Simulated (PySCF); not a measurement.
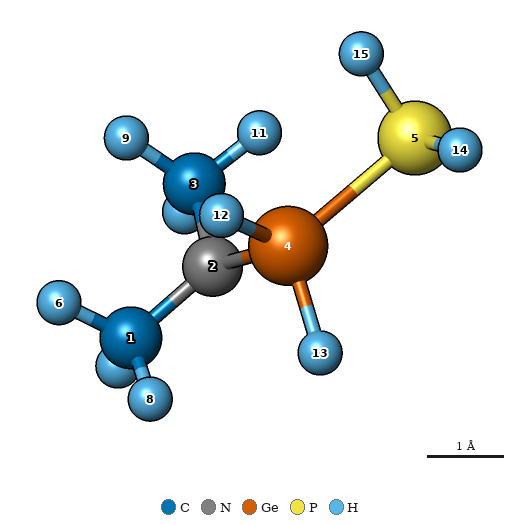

The starting structure (ball-and-stick view, seen at an oblique angle; atoms are numbered from 1 in the order of the input). Sticks mark near contacts. Bond lengths as drawn: C–H 1.06 to 1.12 Å, C–N 1.44 to 1.45 Å, Ge–H 1.51 to 1.55 Å, Ge–N 1.86 Å, Ge–P 2.27 Å and H–P 1.38 to 1.40 Å.

# Run report: C2H10GeNP, geometry relaxation

- system: C2H10GeNP
- method: PBE0-D3(BJ)/def2-SVP geometry optimisation, gas phase (PySCF 2.14.0)

It belongs to a series of runs on one base structure; here: H on Ge replaced by PH2.

Log
```
step   0  E = -2554.30964645  max force = 0.036335
step   1  E = -2554.31732241  max force = 0.009353
step   2  E = -2554.31774548  max force = 0.001319
step   3  E = -2554.31778751  max force = 0.000568
step   4  E = -2554.31781313  max force = 0.000956
step   5  E = -2554.31783529  max force = 0.000777
step   6  E = -2554.31784998  max force = 0.000757
step   7  E = -2554.31785910  max force = 0.000470
step   8  E = -2554.31786365  max force = 0.000517
step   9  E = -2554.31786635  max force = 0.000281
optimisation converged
```

Trajectory as extended XYZ (Å, eV, eV/Å), 10 frames, from step=0 to step=9
```
15
Properties=species:S:1:pos:R:3:forces:R:3 step=0 energy=-69506.30580
C    -1.7200   -0.9847   -0.2003   -0.2787   1.8684  -0.2206
N    -0.6018   -0.1394   -0.5212    0.3634   0.4840   0.0925
C    -0.9279    1.2729   -0.4719    1.2213  -0.8542   1.3274
Ge    1.1090   -0.7329   -0.0778   -1.4065  -0.1242   0.1930
P     2.5632    0.8078   -0.8953   -0.5810   0.6382  -0.8816
H    -2.1120   -0.7943    0.8155   -0.0687  -0.2228   0.2440
H    -2.5463   -0.7380   -0.8980   -0.0286  -0.2631   0.0494
H    -1.4497   -2.0017   -0.3194    0.2002  -1.5571  -0.0776
H    -1.2517    1.6024    0.5487   -0.0565   0.0184  -0.2906
H    -1.7006    1.5032   -1.1735   -0.9217   0.3526  -0.8175
H    -0.0280    1.8469   -0.7228    0.0014   0.2832  -0.1641
H     1.2387   -1.0799    1.4256    0.1456   0.2064   0.1732
H     1.1170   -2.0709   -0.7770    0.3442  -0.5245  -0.3873
H     3.6439    0.0190   -0.5769    1.0690  -0.7537   0.1694
H     2.6509    1.4721    0.3312   -0.0033   0.4484   0.5904
15
Properties=species:S:1:pos:R:3:forces:R:3 step=1 energy=-69506.51468
C    -1.6575   -0.4820   -0.2928    0.0695  -0.4810  -0.0122
N    -0.5138    0.3426   -0.5671   -0.0050  -0.0943  -0.0252
C    -0.7733    1.7494   -0.4802   -0.3068   0.2085  -0.3028
Ge    1.1430   -0.3385   -0.1750    0.1975  -0.1135   0.1134
P     2.7020    1.1863   -0.9941    0.2043  -0.0975   0.1980
H    -2.0546   -0.3701    0.7384   -0.0059   0.0169   0.0308
H    -2.4865   -0.2515   -0.9856   -0.0260   0.0335  -0.0458
H    -1.4062   -1.5577   -0.4327   -0.1014   0.3524   0.0301
H    -1.0925    2.0949    0.5261    0.0153  -0.0182   0.0383
H    -1.5882    2.0305   -1.1914    0.2383  -0.0547   0.2314
H     0.1108    2.3364   -0.7732    0.0400   0.0003  -0.0018
H     1.3652   -0.5618    1.3552   -0.0490  -0.0152  -0.1122
H     1.2639   -1.7090   -0.8942   -0.0274   0.1827   0.0667
H     3.8194    0.3348   -0.6619   -0.2353   0.1344  -0.0719
H     2.7857    1.8880    0.2570   -0.0077  -0.0543  -0.1368
15
Properties=species:S:1:pos:R:3:forces:R:3 step=2 energy=-69506.52619
C    -1.6596   -0.4900   -0.2994   -0.0039  -0.0678  -0.0064
N    -0.5136    0.3382   -0.5668   -0.0070  -0.0469  -0.0372
C    -0.7726    1.7490   -0.4820   -0.0600   0.0474  -0.0356
Ge    1.1477   -0.3340   -0.1627    0.0314   0.0531   0.0363
P     2.7031    1.1871   -0.9897    0.0110  -0.0375   0.0354
H    -2.0625   -0.3776    0.7306   -0.0020   0.0074  -0.0021
H    -2.4834   -0.2523   -0.9986    0.0002   0.0106   0.0058
H    -1.4145   -1.5568   -0.4412   -0.0025   0.0642  -0.0063
H    -1.0858    2.0897    0.5287    0.0143   0.0049   0.0079
H    -1.5810    2.0374   -1.1830    0.0400  -0.0327   0.0403
H     0.1166    2.3311   -0.7730    0.0072  -0.0090   0.0046
H     1.3574   -0.5649    1.3600   -0.0166  -0.0080   0.0069
H     1.2675   -1.6904   -0.8825    0.0097  -0.0053  -0.0201
H     3.8030    0.3315   -0.6619   -0.0286   0.0146  -0.0164
H     2.7952    1.8941    0.2499    0.0069   0.0050  -0.0132
15
Properties=species:S:1:pos:R:3:forces:R:3 step=3 energy=-69506.52733
C    -1.6609   -0.4914   -0.3064   -0.0067   0.0167   0.0037
N    -0.5139    0.3371   -0.5689    0.0023  -0.0201  -0.0292
C    -0.7735    1.7481   -0.4814    0.0124   0.0079   0.0172
Ge    1.1479   -0.3304   -0.1557   -0.0031   0.0265   0.0225
P     2.7050    1.1863   -0.9830   -0.0244  -0.0052   0.0007
H    -2.0657   -0.3815    0.7233   -0.0005  -0.0022  -0.0033
H    -2.4832   -0.2487   -1.0056    0.0012   0.0054   0.0041
H    -1.4156   -1.5548   -0.4532    0.0046  -0.0184  -0.0098
H    -1.0831    2.0883    0.5308    0.0071   0.0015   0.0007
H    -1.5815    2.0348   -1.1795   -0.0144  -0.0005  -0.0061
H     0.1167    2.3287   -0.7729   -0.0015   0.0017  -0.0014
H     1.3472   -0.5654    1.3678   -0.0093  -0.0021   0.0054
H     1.2734   -1.6845   -0.8798    0.0121  -0.0071  -0.0104
H     3.8001    0.3273   -0.6589    0.0128  -0.0107  -0.0012
H     2.8046    1.8984    0.2519    0.0075   0.0065   0.0073
15
Properties=species:S:1:pos:R:3:forces:R:3 step=4 energy=-69506.52803
C    -1.6618   -0.4929   -0.3171   -0.0050   0.0491   0.0063
N    -0.5138    0.3364   -0.5738    0.0040   0.0088  -0.0269
C    -0.7739    1.7479   -0.4816    0.0356  -0.0208   0.0378
Ge    1.1467   -0.3268   -0.1475   -0.0155  -0.0063   0.0111
P     2.7073    1.1856   -0.9716   -0.0244   0.0160  -0.0109
H    -2.0678   -0.3884    0.7126    0.0016  -0.0088  -0.0015
H    -2.4829   -0.2434   -1.0152    0.0010  -0.0002   0.0006
H    -1.4171   -1.5547   -0.4714    0.0057  -0.0391  -0.0089
H    -1.0786    2.0856    0.5330   -0.0006   0.0006  -0.0026
H    -1.5846    2.0343   -1.1754   -0.0287   0.0120  -0.0196
H     0.1154    2.3290   -0.7746   -0.0045   0.0021  -0.0069
H     1.3315   -0.5649    1.3774   -0.0031   0.0030   0.0025
H     1.2828   -1.6788   -0.8751    0.0078  -0.0025   0.0017
H     3.7994    0.3219   -0.6517    0.0207  -0.0142   0.0047
H     2.8149    1.9014    0.2602    0.0053   0.0002   0.0127
15
Properties=species:S:1:pos:R:3:forces:R:3 step=5 energy=-69506.52863
C    -1.6620   -0.4941   -0.3354    0.0005   0.0399   0.0068
N    -0.5130    0.3363   -0.5840    0.0012   0.0277  -0.0228
C    -0.7737    1.7476   -0.4829    0.0347  -0.0291   0.0329
Ge    1.1438   -0.3229   -0.1365   -0.0149  -0.0331  -0.0003
P     2.7106    1.1865   -0.9503   -0.0089   0.0286  -0.0112
H    -2.0683   -0.4002    0.6954    0.0027  -0.0106   0.0005
H    -2.4826   -0.2349   -1.0302    0.0013  -0.0033  -0.0034
H    -1.4184   -1.5546   -0.5021    0.0007  -0.0315  -0.0053
H    -1.0714    2.0810    0.5353   -0.0063  -0.0003  -0.0026
H    -1.5896    2.0352   -1.1700   -0.0222   0.0153  -0.0163
H     0.1134    2.3304   -0.7795   -0.0046   0.0039  -0.0085
H     1.3058   -0.5634    1.3906    0.0029   0.0076   0.0000
H     1.2969   -1.6724   -0.8666   -0.0018   0.0008   0.0120
H     3.7995    0.3162   -0.6368    0.0137  -0.0081   0.0055
H     2.8265    1.9014    0.2815    0.0009  -0.0076   0.0126
15
Properties=species:S:1:pos:R:3:forces:R:3 step=6 energy=-69506.52903
C    -1.6611   -0.4948   -0.3580    0.0032   0.0118   0.0044
N    -0.5112    0.3370   -0.5985   -0.0009   0.0290  -0.0155
C    -0.7723    1.7476   -0.4858    0.0142  -0.0198   0.0140
Ge    1.1399   -0.3203   -0.1260   -0.0049  -0.0389  -0.0089
P     2.7141    1.1903   -0.9217    0.0069   0.0274  -0.0041
H    -2.0662   -0.4144    0.6744    0.0020  -0.0067   0.0008
H    -2.4819   -0.2254   -1.0484    0.0007  -0.0033  -0.0050
H    -1.4192   -1.5541   -0.5391   -0.0023  -0.0088  -0.0016
H    -1.0633    2.0753    0.5362   -0.0067  -0.0013  -0.0014
H    -1.5940    2.0383   -1.1655   -0.0052   0.0096  -0.0051
H     0.1118    2.3331   -0.7863   -0.0022   0.0018  -0.0044
H     1.2761   -0.5610    1.4036    0.0063   0.0092  -0.0015
H     1.3101   -1.6681   -0.8557   -0.0104   0.0017   0.0159
H     3.8004    0.3129   -0.6161    0.0024   0.0001   0.0033
H     2.8342    1.8959    0.3153   -0.0031  -0.0118   0.0089
15
Properties=species:S:1:pos:R:3:forces:R:3 step=7 energy=-69506.52928
C    -1.6590   -0.4948   -0.3844    0.0035  -0.0195  -0.0005
N    -0.5083    0.3386   -0.6163   -0.0024   0.0142  -0.0039
C    -0.7696    1.7480   -0.4902   -0.0103   0.0001  -0.0076
Ge    1.1354   -0.3193   -0.1168    0.0065  -0.0242  -0.0141
P     2.7180    1.1966   -0.8864    0.0158   0.0147   0.0047
H    -2.0625   -0.4294    0.6497    0.0000   0.0004  -0.0004
H    -2.4803   -0.2153   -1.0700    0.0000  -0.0009  -0.0043
H    -1.4188   -1.5526   -0.5808   -0.0035   0.0136   0.0017
H    -1.0559    2.0681    0.5356   -0.0038  -0.0017   0.0007
H    -1.5960    2.0436   -1.1632    0.0116   0.0001   0.0057
H     0.1119    2.3367   -0.7925    0.0017  -0.0002   0.0029
H     1.2448   -0.5573    1.4153    0.0063   0.0072  -0.0010
H     1.3195   -1.6668   -0.8427   -0.0137   0.0004   0.0124
H     3.8020    0.3124   -0.5902   -0.0073   0.0062   0.0003
H     2.8364    1.8837    0.3613   -0.0046  -0.0106   0.0033
15
Properties=species:S:1:pos:R:3:forces:R:3 step=8 energy=-69506.52941
C    -1.6572   -0.4943   -0.4030    0.0018  -0.0266  -0.0047
N    -0.5059    0.3404   -0.6282   -0.0012  -0.0025   0.0055
C    -0.7673    1.7489   -0.4932   -0.0196   0.0111  -0.0143
Ge    1.1326   -0.3197   -0.1125    0.0089  -0.0021  -0.0124
P     2.7211    1.2015   -0.8617    0.0119   0.0006   0.0080
H    -2.0610   -0.4374    0.6316   -0.0017   0.0048  -0.0018
H    -2.4780   -0.2093   -1.0869   -0.0003   0.0012  -0.0025
H    -1.4175   -1.5507   -0.6076   -0.0018   0.0189   0.0024
H    -1.0549    2.0628    0.5341   -0.0006  -0.0015   0.0014
H    -1.5932    2.0490   -1.1650    0.0154  -0.0049   0.0075
H     0.1142    2.3396   -0.7918    0.0036  -0.0015   0.0072
H     1.2272   -0.5535    1.4212    0.0034   0.0031   0.0001
H     1.3199   -1.6691   -0.8331   -0.0089  -0.0013   0.0049
H     3.8037    0.3132   -0.5717   -0.0085   0.0056  -0.0012
H     2.8338    1.8706    0.3963   -0.0024  -0.0049  -0.0003
15
Properties=species:S:1:pos:R:3:forces:R:3 step=9 energy=-69506.52948
C    -1.6565   -0.4934   -0.4143    0.0001  -0.0145  -0.0065
N    -0.5043    0.3421   -0.6332    0.0004  -0.0104   0.0107
C    -0.7662    1.7501   -0.4937   -0.0127   0.0099  -0.0084
Ge    1.1314   -0.3202   -0.1105    0.0041   0.0111  -0.0073
P     2.7241    1.2029   -0.8491    0.0022  -0.0063   0.0057
H    -2.0636   -0.4395    0.6192   -0.0022   0.0049  -0.0023
H    -2.4749   -0.2064   -1.1002    0.0000   0.0015  -0.0012
H    -1.4161   -1.5489   -0.6213    0.0002   0.0102   0.0013
H    -1.0602    2.0593    0.5333    0.0004  -0.0011   0.0006
H    -1.5874    2.0537   -1.1692    0.0089  -0.0037   0.0027
H     0.1175    2.3415   -0.7838    0.0030  -0.0010   0.0068
H     1.2213   -0.5498    1.4242    0.0003  -0.0002   0.0009
H     1.3153   -1.6721   -0.8263   -0.0014  -0.0021  -0.0012
H     3.8049    0.3120   -0.5617   -0.0041   0.0012  -0.0008
H     2.8322    1.8608    0.4151    0.0008   0.0005  -0.0009
```

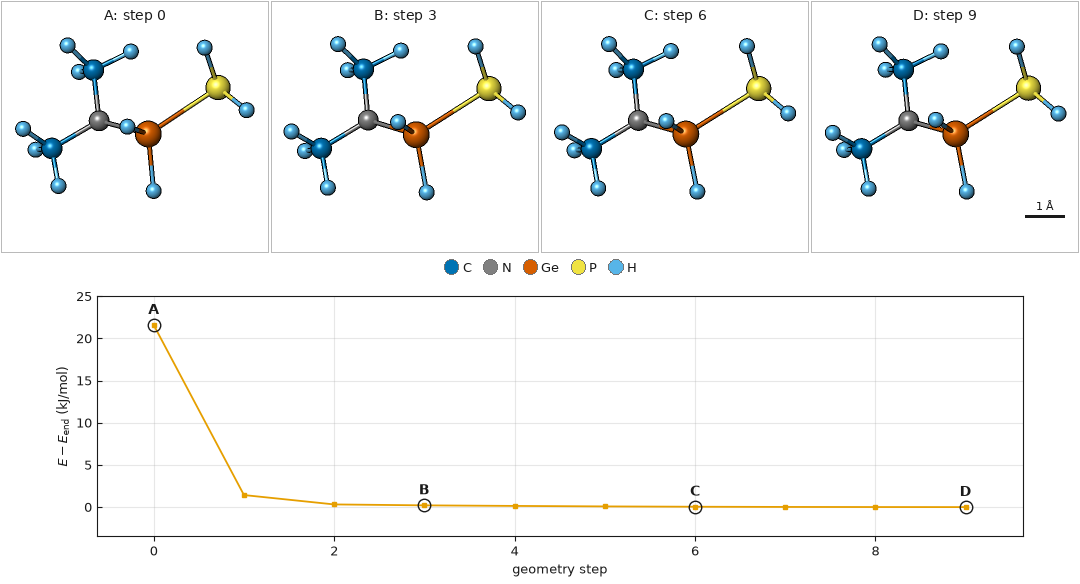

Frames of the relaxation (ball-and-stick view, seen at a tilt) above the curves, on which the letters mark them (steps are counted from 0).

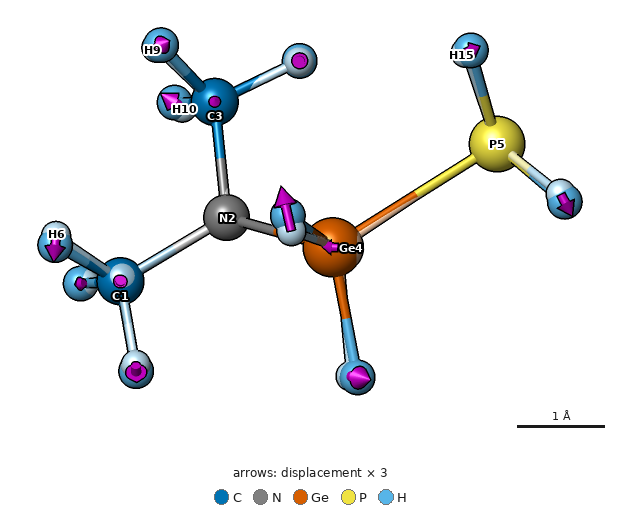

Start (faint) and end (solid) with the displacements as pink arrows, magnified 3 times (ball-and-stick view, seen at a tilt). The two geometries are laid on each other by the best rigid fit. The atom that moves furthest after the best rigid fit is H12 (0.19 Å). By element the largest moves are H 0.19 Å, Ge 0.07 Å, C 0.05 Å, N 0.03 Å, P 0.02 Å. Among the contacts that change: P5–H14 1.375 → 1.430 Å, Ge4–P5 2.271 → 2.324 Å, C1–H8 1.059 → 1.102 Å, C3–H10 1.069 → 1.106 Å. Among the angles that change: N2–Ge4–H13 100.2° → 106.9°, P5–Ge4–H13 115.5° → 110.2°, P5–Ge4–H12 116.6° → 111.8°. After 9 geometry steps the energy has fallen by 21.6 kJ/mol. Largest force component: 1.9 eV/Å at the start, 0.015 eV/Å at the end. (Atoms are counted from 1 in the order of the input.)

This output came from the following input.

The input
```
{"job": {"xc": "PBE0", "basis": "def2-SVP", "d3": "d3bj", "grid": 1, "shake": 0.01, "kind": "geom"}, "charge": 0, "multiplicity": 1}
C     -1.720010    -0.984650    -0.200250
N     -0.601770    -0.139450    -0.521180
C     -0.927890     1.272940    -0.471930
Ge     1.108990    -0.732910    -0.077820
P      2.563170     0.807830    -0.895260
H     -2.112010    -0.794270     0.815520
H     -2.546270    -0.738040    -0.897950
H     -1.449720    -2.001710    -0.319430
H     -1.251710     1.602410     0.548740
H     -1.700630     1.503190    -1.173500
H     -0.027990     1.846940    -0.722780
H      1.238690    -1.079920     1.425620
H      1.117000    -2.070850    -0.777000
H      3.643940     0.018980    -0.576930
H      2.650860     1.472130     0.331240
```

The first line tells a small driver script what to run in PySCF; the rest is the geometry in Å.

Run as:
```bash
OMP_NUM_THREADS=1 python <driver script> task.json out
```

Summary

| quantity | value |
| --- | --- |
| outcome | converged |
| total energy | −2554.317866 hartree |
| dipole moment | 1.03 D |
| point group | C1 |
| hardware | 1 CPU thread, shared host |
| wall time | 75 s |
| peak memory | 0.56 GiB |
